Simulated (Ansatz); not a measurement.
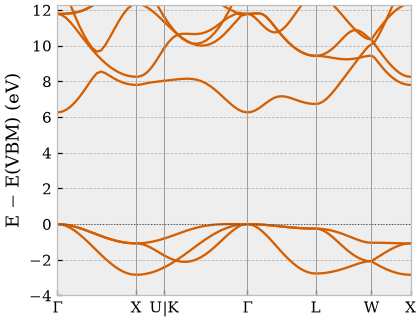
*Band structure from plane-wave PAW PBE (Ansatz code)*

Read off the gap and where the band edges lie.

About 6.3 eV (6.26 eV by a search for the band edges); maximum on the K–Γ line, 81 % of the way from K, minimum at Γ.

The material is LiCl (rock salt, Fm-3m).

The cell was relaxed with PBE under the symmetry of its start.

Potentials: the later of the program's two PAW sets.
